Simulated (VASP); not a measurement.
Band structure of SrGa4 (space group I4/mmm). Method: LDA (Ceperley-Alder, Perdew-Zunger), VASP's LDA PAW potentials (set 64) (plane waves; VASP 6.6.1).

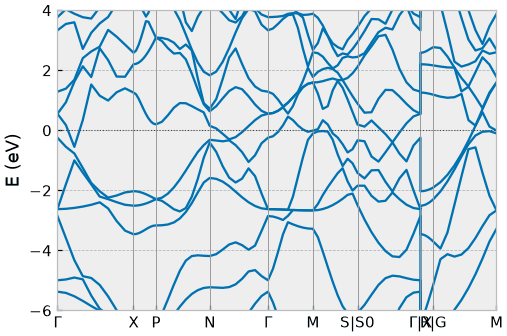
*Bands along high-symmetry lines, zero at the valence-band maximum or, without a gap, the Fermi level*

Q: Read the plot: is there a gap, and where are the band edges?

A: It has no gap at this level: it comes out as a metal or semimetal. (Edges off the drawn lines would not show.)

The structure comes from a measured SrGa4 entry (I4/mmm) of the Crystallography Open Database, whose conditions weren't checked. It was relaxed first, which changed the volume by -7 %.
